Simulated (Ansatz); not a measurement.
# F2H6Si3···SiH4: what the fields show

Input

```
crystal:
  periodic: [false, false, false]
  atoms:
    - {symbol: Si, position_ang: [0.396818, -0.521326, -0.541484]}
    - {symbol: Si, position_ang: [-0.935689, 1.990698, 2.888833]}
    - {symbol: Si, position_ang: [-0.492204, -2.670864, -0.877302]}
    - {symbol: Si, position_ang: [1.370759, 0.533830, -2.402040]}
    - {symbol: F, position_ang: [-0.774173, 0.423026, 0.012875]}
    - {symbol: H, position_ang: [0.322232, 1.204379, 2.853340]}
    - {symbol: F, position_ang: [1.489569, -0.601486, 0.624832]}
    - {symbol: H, position_ang: [-1.024668, 2.709362, 4.187381]}
    - {symbol: H, position_ang: [-0.941192, 2.982579, 1.784879]}
    - {symbol: H, position_ang: [-2.101975, 1.082615, 2.756526]}
    - {symbol: H, position_ang: [-1.071983, -3.197173, 0.385720]}
    - {symbol: H, position_ang: [-1.547517, -2.597702, -1.922134]}
    - {symbol: H, position_ang: [0.591847, -3.573718, -1.346851]}
    - {symbol: H, position_ang: [0.346819, 0.664768, -3.472137]}
    - {symbol: H, position_ang: [2.489545, -0.307541, -2.903287]}
    - {symbol: H, position_ang: [1.881911, 1.878454, -2.029152]}
basis:
  gaussian: {orbitals: def2-TZVPP}
hamiltonian: {xc: pbe0, dispersion: d4}
output: {orbitals: {seedname: orbitals}}
```

Launched as:

```sh
ansatz run in.yaml --threads 2 --pin off --events-out ev --progress --plain --max-ram 32768MiB --backend cuda --devices 0, --max-vram 18GiB
```

The product side of a reaction path; geometry: PBE0-D4/def2-TZVP.

Computed with Ansatz 0.2.0, RKS PBE0-D4/def2-TZVPP.

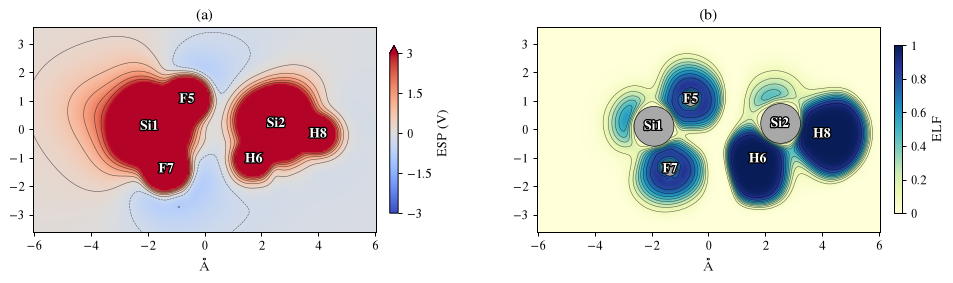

Figure 1. (a) electrostatic potential; (b) ELF on the plane of atoms H6, Si2 and H8. Grey discs cover the atomic cores in the ELF map.

Interpret the plot.

The plane passes through Si, F and H nuclei.
Si2···F5 (3.28 Å): the ELF dips to about 0 between them (a weak contact between the two molecules).
Si–F (1.60 Å): the ELF peaks at about 0.85 in the valence shell of F, 0.6 Å from its nucleus, and is about 0.50 at the midpoint.
Si–H (1.48 Å): the ELF climbs to about 1 towards the hydrogen, as it does in any bond to H.
The ELF also peaks beside F7 and F5, away from the bonds: lone-pair regions.
Outside the dense part of the complex the potential is most negative (−0.8 V) near F7.

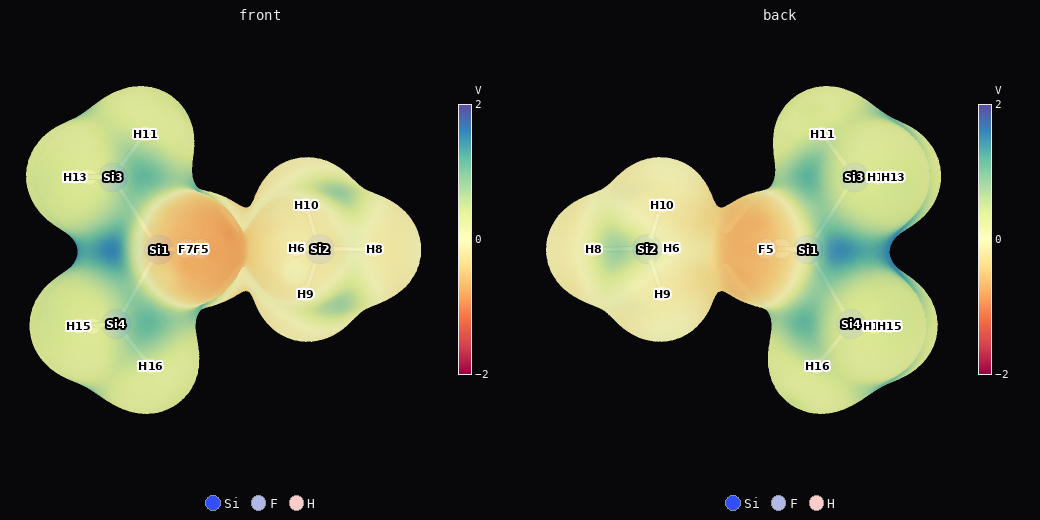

Figure 2. The molecular electrostatic potential painted on the density surface at 0.002 e/bohr³, seen from the front and from behind; red is negative and blue positive.

Which sites attract a positive test charge, and which a negative one?

A positive charge is drawn to the negative regions and a negative charge to the positive ones. The most negative region (about −0.8 V) lies over F7, the most positive (about +1.6 V) over Si1, Si3 and Si4.

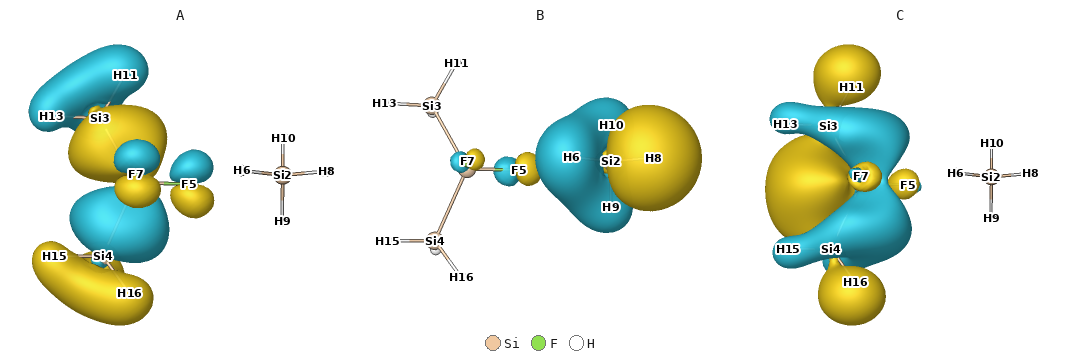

Figure 3. Three frontier orbitals at ±0.06 Å⁻³ᐟ² (yellow and cyan are the two phases), in no order.

Which picture is the HOMO−1, the HOMO and the LUMO?

B is the HOMO−1 (−9.53 eV). Its weight (Hirshfeld) is mainly on Si2 (about 40 %), H8 (about 40 %) and H6 (about 10 %). A is the HOMO (−7.91 eV). Its weight (Hirshfeld) is mainly on Si1 (about 30 %), Si4 (about 25 %) and Si3 (about 25 %). C is the LUMO (−1.00 eV). By Hirshfeld shares it lies mainly on Si1 (about 30 %), Si4 (about 20 %), Si3 (about 20 %), H16 (about 5 %) and H11 (about 5 %).

What is the HOMO–LUMO gap?

6.91 eV between the orbital energies.
